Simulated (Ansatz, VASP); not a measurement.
## Cross-check of Rb (Rubidium) between VASP and Ansatz

Wanted: the spread between two codes on one cell, functional and k mesh. The cell is a member of a volume series, scaled by 0.985 from a relaxed one, so a pressure remains.

Calculated with Ansatz 0.2.0; plane waves, with VASP 6.6.1 beside it; single point at PBEsol with D3(BJ).

### Step 1. The structure

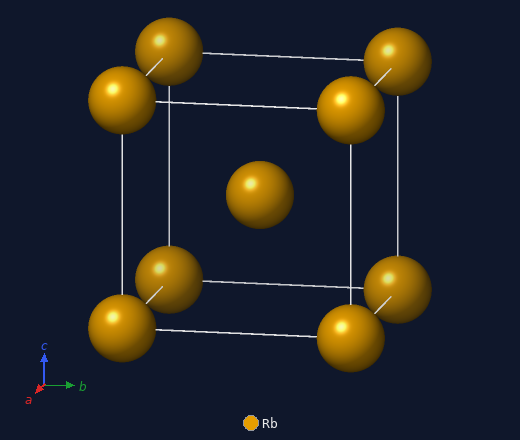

The starting structure, seen slightly off an axis (rubidium orange). This picture shows the conventional cell, with its axes. Some periodic images of atoms are drawn too.

### Step 2. Ansatz: single point, PBEsol with D3(BJ)

Ansatz runs on its default PAW (the set named soft_2) files.

A single point gives forces, pressure and levels at one fixed geometry, so differences don't come from the geometry; what else differs is listed under the comparison.

input.yaml reads:

```yaml
crystal:
  lattice:
    - [-2.69544601, 2.69544601, 2.69544601]
    - [2.69544601, -2.69544601, 2.69544601]
    - [2.69544601, 2.69544601, -2.69544601]
  atoms:
    - { symbol: Rb, position: [0.0, 0.0, 0.0] }
hamiltonian:
  xc: pbesol
  pseudopotentials: { kind: paw }
  dispersion: d3bj
kpoints:
  mp_grid: { grid: [12, 12, 12] }
scf:
  occupations: { method: methfessel_paxton, width: 0.15 }
  n_extra_bands: 4
output:
  forces: true
  stress: true
  eigenvalues: true
```

Command:

```bash
> ansatz run input.yaml --threads 2 --pin off --max-ram 4608MiB --backend cpu --events-out ev --progress --plain --runs-dir out
```

Numbers of over 12 decimals in the logs are rounded to 6 here.

What it wrote:

```text
scf.n_extra_bands = 4 over 5 filled bands (N_el = 9.0): the run solves 9 bands
Engine: ansatz 0.2.0, aarch64-unknown-linux-gnu
Pseudopotentials: kind: paw
Pseudopotential: Rb, paw, valence charge 9, recommended cutoff 420 eV (normal), Rb.paw.azcp
Functional definition: PBEsol
  exchange = pbesol_x
  correlation = pbesol_c
Crystal: 1 atoms, lattice volume = 78.334 Å³
Basis set: ecut = 420 eV, 1505 PW (Γ), exchange–correlation on 64×64×64 points (8 copies of the dense FFT grid, shifted against one another)
Bands: 9, of which v1, the nominal top of the filled ones, is band 5 counted from 1 (4 counted from 0)
Symmetry: 48 space group operations
Space group: Im-3m (ITA 229), of the structure as read, at distance tolerance 4.3e-5 Å
k-points: 72 of 1728
Non-local potential: Rb, projectors of the file, l = 0: 3, l = 1: 2, l = 2: 2
PAW form: soft (Blöchl's): semilocal exchange-correlation on the pseudo side does not see the compensation charge
PAW frozen core: Rb, regenerated for the run's functional, and the local potential with it (the file was generated under x = pbe(κ = 0.804, μ = 0.219515), c = pbe(β = 0.066725))
PAW one-centre angular grid: Rb, 110 points (default); XC on 64 Gauss nodes
Initial density: superposition of atomic densities (neutral atoms: chi_scale 0, normalization atom), corrected by the library's trained network
Initial wavefunctions: pseudopotential atomic-orbital guess
Functional: x = pbesol(κ = 0.804, μ = 0.123457), c = pbesol(β = 0.046)
SCF iter   1: F=—  HF=-3217.122847 eV  |F-HF|=—  |Δ(HF+E_count)|=         —  Δρ=6.57e-4  dr2=1.26e-4  ethr=1.77e-3  ⟨swp⟩=6.9  Hψ=5243  notcnv=0
preconditioner: auto → Kerker (q_TF=auto, 1.902 Å⁻¹)  [metal: Δε(μ)=0.038 eV  Ē_g=3.765 eV  σ=0.150 eV  W_gap=0.21  n_scr=12 (ndim 8)  ℏωp=4.2 eV  f_vac=0.000  D(μ)=1.12/eV (n_scr^D=0)]
SCF iter   2: F=—  HF=-3217.123446 eV  |F-HF|=—  |Δ(HF+E_count)|=   5.99e-4  S|Δr|=    0.00e0  Δρ=3.00e-4  dr2=2.61e-5  ethr=1.40e-6  ⟨swp⟩=3.4  Hψ=1763  notcnv=0
SCF iter   3: F=—  HF=-3217.123457 eV  |F-HF|=—  |Δ(HF+E_count)|=   1.06e-5  S|Δr|=    0.00e0  Δρ=4.65e-5  dr2=1.64e-6  ethr=2.90e-7  ⟨swp⟩=2.4  Hψ=957  notcnv=0
SCF iter   4: F=—  HF=-3217.123457 eV  |F-HF|=—  |Δ(HF+E_count)|=   2.24e-7  S|Δr|=    0.00e0  Δρ=2.37e-5  dr2=7.19e-7  ethr=1.82e-8  ⟨swp⟩=1.0  Hψ=633  notcnv=0
SCF iter   5: F=-3217.123457 eV  HF=-3217.123457 eV  |F-HF|=1.75e-8  |Δ(HF+E_count)|=   1.62e-8  S|Δr|=    0.00e0  Δρ=6.50e-6  dr2=8.84e-8  ethr=1.11e-9  ⟨swp⟩=4.8  Hψ=3889  notcnv=0
SCF 1 converged in 5 iterations: F = -3217.123457 eV  dr2 = 8.84e-8
  greatest PAW one-centre occupation: 0.975 electrons in one spin orbital (limit 2), on the Rb atom at site 0 (counted from 0), in its partial waves of l = 0
SCF converged after 5 iterations
Stability not checked: this state was not tested for a lower state beside it, because cold or Methfessel-Paxton smearing, or corrected tetrahedra, fill the levels in a way that the test cannot read (fill_not_monotonic; see scf.lower_state_search)
Free energy (F): -3217.123457 eV
Harris-Foulkes:  -3217.123457 eV  (|F-HF|=1.75e-8)
Internal energy: -3217.122217 eV  (E = F + TS)
E sigma→0 (E₀):  -3217.123147 eV
Entropy (-TS):   -0.001240 eV (-1.240 meV/atom)
Fermi energy:    2.533846 eV
--- Per-component energies (eV) ---
  E_band       = -112.721212
  E_kinetic    = 191.108128
  E_local      = -678.683867  (includes V_loc(G=0)·N_el)
  E_nonlocal   = 175.268988
  E_hartree    = 186.122064
  E_xc         = -127.932735
  E_vxc        = -134.513941  (∫ρ·V_xc dr)
  E_paw        = -2569.296606  (= ΣΔE_a)
  E_vpaw       = -38.150425  (= ΣTr[D̂ρ^β])
  E_aug_tail   = -0.000001  (compensation charges beyond the density's cutoff)
  E_ewald      = -393.691561
  E_disp       = -0.140299  (pairwise vdW)
  E_core_change = 0.123671  (= ΣΔE_core)
  E_smearing   = -0.001240  (= −TS)
  E_closure    = -0.000000  (closes the sum)
  Σ components = -3217.123457   (vs F -3217.123457, Δ=0.00e0)
--- Forces (eV/Å), atoms counted from 1 ---
  atom   1  Rb     0.00000000    -0.00000000     0.00000000
  max |Σ_I F_I| component: 2.47e-32 eV/Å
--- Stress (GPa, compression-positive) ---
        0.058770      -0.000000      -0.000000
       -0.000000       0.058770       0.000000
        0.000000       0.000000       0.058770
  P = ⅓ Tr σ = 0.0588 GPa (0.588 kbar)
--- Band table (eV; the first three rows and the last of 72) ---
  k-point 0: bands = ["-26.2413", "-10.2664", "-10.2664", "-10.2664", "0.3576", "6.3529", "6.3529", "6.3529", "7.4122"]
  k-point 1: bands = ["-26.2407", "-10.2777", "-10.2700", "-10.2665", "0.4523", "6.2203", "6.2232", "6.4434", "7.2094"]
  k-point 2: bands = ["-26.2391", "-10.3080", "-10.2796", "-10.2666", "0.7284", "5.7299", "5.9301", "6.7121", "7.1167"]
  k-point 71: bands = ["-26.2259", "-10.3796", "-10.3796", "-10.3796", "3.6882", "3.6882", "6.1905", "6.1905", "6.1905"]
```

It took 1.7 s on 2 threads of Arm Neoverse V2, shared host; peak memory 0.33 GiB.

In the SCF lines HF is the Harris–Foulkes energy and dr2 the Hartree energy of the density residual, in eV; the loop may stop once dr2 is under the threshold and the program's other checks hold. Hψ counts applications of the Hamiltonian.

The run ends at a pressure of 0.06 GPa.

### Step 3. VASP: single point, PBEsol with D3(BJ)

The same cell, functional, mesh and smearing now go to VASP, with its own data sets and cutoff.

Lines of VASP's logs that name or quote its potential files are left out, and so is its time.

The input asks for a relaxation, which ended at its first step since no free force or stress exceeded the threshold; so it serves as a single point.

INCAR reads:

```
SYSTEM = Rb
PREC = Accurate
ENCUT = 450
EDIFF = 1E-06
NELM = 100
ISMEAR = 1
SIGMA = 0.15
LREAL = .FALSE.
ALGO = Normal
GGA = PS
IVDW = 12
NBANDS = 10
LORBIT = 11
LWAVE = .FALSE.
LCHARG = .FALSE.
KPAR = 4
IBRION = 2
NSW = 30
ISIF = 4
EDIFFG = -0.01
```

POSCAR reads:

```
Rb
1.0
   -2.6954460063      2.6954460063      2.6954460063
    2.6954460063     -2.6954460063      2.6954460063
    2.6954460063      2.6954460063     -2.6954460063
Rb
1
Direct
    0.0000000000      0.0000000000      0.0000000000
```

KPOINTS reads:

```
Automatic mesh
0
Gamma
12 12 12
0 0 0
```

Potentials, in the order of the species: Rb_sv (PBE family, release 64).

Command:

```bash
> mpirun -np 4 vasp_std
```

What it wrote:

```text
[banner, memory and clock lines left out]
running    4 mpi-ranks, on    1 nodes
 distrk:  each k-point on    1 cores,    4 groups
 distr:  one band on    1 cores,    1 groups

 POSCAR found type information on POSCAR Rb
 POSCAR found :  1 types and       1 ions
|                                                                             |
|               ----> ADVICE to this user running VASP <----                  |
|                                                                             |
|     You enforced a specific xc type in the INCAR file but a different       |
|     [... a line on the potential file left out ...]
|     I HOPE YOU KNOW WHAT YOU ARE DOING!                                     |
|                                                                             |

 LDA part: xc-table for (Slater+PW92), standard interpolation
 POSCAR, INCAR and KPOINTS ok, starting setup
 FFT: planning ... GRIDC
 FFT: planning ... GRID_SOFT
 FFT: planning ... GRID
 WAVECAR not read
 entering main loop
       N       E                     dE             d eps       ncg     rms          rms(c)
DAV:   1     0.363523640966E+02    0.36352E+02   -0.32004E+03  1440   0.602E+02
DAV:   2     0.108083506586E+01   -0.35272E+02   -0.34544E+02  1622   0.121E+02
DAV:   3    -0.953381878551E+00   -0.20342E+01   -0.20272E+01  1984   0.282E+01
DAV:   4    -0.101516775972E+01   -0.61786E-01   -0.61546E-01  1920   0.431E+00
DAV:   5    -0.101651021699E+01   -0.13425E-02   -0.13424E-02  2030   0.530E-01    0.137E+00
DAV:   6    -0.101526369726E+01    0.12465E-02   -0.27863E-03  1930   0.289E-01    0.840E-01
DAV:   7    -0.101517099035E+01    0.92707E-04   -0.47180E-03  1974   0.377E-01    0.672E-02
DAV:   8    -0.101522963346E+01   -0.58643E-04   -0.22391E-04  1660   0.123E-01    0.137E-02
DAV:   9    -0.101523461783E+01   -0.49844E-05   -0.96564E-06  2016   0.189E-02    0.515E-03
DAV:  10    -0.101523484446E+01   -0.22663E-06   -0.26321E-06  1606   0.929E-03
   1 F= -.11554716E+01 E0= -.11550584E+01  d E =-.115547E+01
 curvature:   0.00 expect dE= 0.000E+00 dE for cont linesearch  0.000E+00
 trial: gam= 0.00000 g(F)=  0.174E-63 g(S)=  0.219E-34 ort = 0.000E+00 (trialstep = 0.100E+01)
 search vector abs. value=  0.100E-09
 reached required accuracy - stopping structural energy minimisation
```

From OUTCAR (step 3):

```text
ion  position               nearest neighbor table
   1  0.000  0.000  0.000-

  LATTYP: Found a body centered cubic cell.
 ALAT       =     5.3908920126

 Subroutine GETGRP returns: Found 48 space group operations
 (whereof 48 operations were pure point group operations)

The static configuration has the point symmetry O_h .

 Found     72 irreducible k-points:

   k-points           NKPTS =     72   k-points in BZ     NKDIM =     72   number of bands    NBANDS=     10

   dimension x,y,z NGX =    32 NGY =   32 NGZ =   32
   dimension x,y,z NGXF=    64 NGYF=   64 NGZF=   64

   ENCUT  =  450.0 eV  33.07 Ry    5.75 a.u.   8.08  8.08  8.08*2*pi/ulx,y,z

   NELECT =       9.0000    total number of electrons

 k-points in reciprocal lattice and weights: Automatic mesh
   0.00000000  0.00000000  0.00000000       0.001
   0.08333333  0.00000000  0.00000000       0.007
   0.16666667  0.00000000  0.00000000       0.007
   0.25000000  0.00000000  0.00000000       0.007
   0.33333333  0.00000000  0.00000000       0.007
   0.41666667  0.00000000  0.00000000       0.007
   0.50000000  0.00000000  0.00000000       0.003
   0.08333333  0.08333333  0.00000000       0.014
   0.16666667  0.08333333  0.00000000       0.028
[...]
0.50000000  0.50000000  0.41666667       0.007
   0.50000000  0.50000000  0.50000000       0.001

 average (electrostatic) potential at core
       1 -40.6421

 E-fermi :   0.2926

 k-point     1 :       0.0000    0.0000    0.0000
  band No.  band energies     occupation
      1     -28.4864      2.00000
      2     -12.5133      2.00000
      3     -12.5133      2.00000
      4     -12.5133      2.00000
      5      -1.8839      2.00000
      6       4.1102      0.00000
      7       4.1102      0.00000
      8       4.1102      0.00000
      9       5.1698      0.00000
     10       5.1698      0.00000

 k-point     2 :       0.0833    0.0000    0.0000
  band No.  band energies     occupation
      1     -28.4858      2.00000
      2     -12.5245      2.00000
      3     -12.5168      2.00000
      4     -12.5133      2.00000
      5      -1.7892      2.00000
      6       3.9785      0.00000
      7       3.9811      0.00000
      8       4.2011      0.00000
      9       4.9687      0.00000
     10       5.1347      0.00000

 k-point     3 :       0.1667    0.0000    0.0000
  band No.  band energies     occupation
      1     -28.4842      2.00000
      2     -12.5548      2.00000
      3     -12.5265      2.00000
      4     -12.5134      2.00000
      5      -1.5130      2.00000
      6       3.4896      0.00000
      7       3.6884      0.00000
      8       4.4709      0.00000
      9       4.8758      0.00000
     10       5.0809      0.00000

 Edisp (eV)   -0.14024

  Total       0.02723     0.02723     0.02723    -0.00000    -0.00000     0.00000
  in kB       0.55685     0.55685     0.55685    -0.00000    -0.00000     0.00000
  external pressure =        0.56 kB  Pullay stress =        0.00 kB

  energy-cutoff  :      450.00
  volume of cell :       78.33
      direct lattice vectors                 reciprocal lattice vectors
    -2.695446006  2.695446006  2.695446006     0.000000000  0.185498058  0.185498058
     2.695446006 -2.695446006  2.695446006     0.185498058  0.000000000  0.185498058
     2.695446006  2.695446006 -2.695446006     0.185498058  0.185498058  0.000000000

 POSITION                                       TOTAL-FORCE (eV/Angst)
 -----------------------------------------------------------------------------------
      0.00000      0.00000      0.00000        -0.000000     -0.000000      0.000000
 -----------------------------------------------------------------------------------
    total drift:                                0.000000      0.000000     -0.000000

  FREE ENERGIE OF THE ION-ELECTRON SYSTEM (eV)
  ---------------------------------------------------
  free  energy   TOTEN  =        -1.1554715882 eV

  energy  without entropy=       -1.1542320853  energy(sigma->0) =       -1.15505842

 reached required accuracy - stopping structural energy minimisation

 total charge
# of ion       s       p       d       tot
------------------------------------------
    1        1.966   5.322   0.007   7.295

[... 3 further parts left out ...]
```

CONTCAR:

```
Rb
   1.00000000000000
    -2.6954460063000001    2.6954460063000001    2.6954460063000001
     2.6954460063000001   -2.6954460063000001    2.6954460063000001
     2.6954460063000001    2.6954460063000001   -2.6954460063000001
  Rb
     1
Direct
     0.0000000000000000    0.0000000000000000    0.0000000000000000
```

### Step 4. Differences

Known differences besides the PAW data sets themselves: the cutoff is 420 eV in Ansatz and 450 eV in VASP; Ansatz makes its cores anew for this functional, VASP keeps those of its PBE data sets; VASP leaves aspherical gradient terms in its spheres out (LASPH is not set), Ansatz keeps them. Total energies have different zeros and are not compared.

The two programs side by side:

```
      quantity  Ansatz  VASP  difference
pressure (GPa)    0.06  0.06        0.00
```

### Step 5. Looking for the cause

An all-electron run, which needs no data sets, serves as referee.

```
                              run  difference in pressure (GPa)
                         as above                        0.0031
Ansatz's all-electron LAPW method                        0.0032
```

### Step 6. Summary of results

| Property | Result |
| --- | --- |
| difference in pressure (single point, PBEsol with D3(BJ), volume scaled by 0.985) | 0.0031 GPa |

In words: The difference in pressure is 0.0031 GPa (single point, PBEsol with D3(BJ)), within the 1 GPa picked in this series as the mark of a large difference. For single point, PBEsol with D3(BJ): no further run halves the difference in pressure; only Ansatz's side was varied. The all-electron run, which needs no data set, lies 0.0032 GPa from VASP and 1.4e-4 GPa from Ansatz's PAW result, so it sides with Ansatz. Differences of this kind measure data sets and numerical settings, not the functional's error against experiment.

[Lines on the potential files, build, host, timing and source positions are cut from VASP's logs without a mark.]

[Logs are printed without paths, hosts, clocks, repeated set-up lines and the standing remarks that a program may print on its own settings, such as how far it seeks lower states.]

[Hosts, paths, dates, database ids (printed as entryN), source tags and the programs' standing remarks are cut or masked in the printed files.]
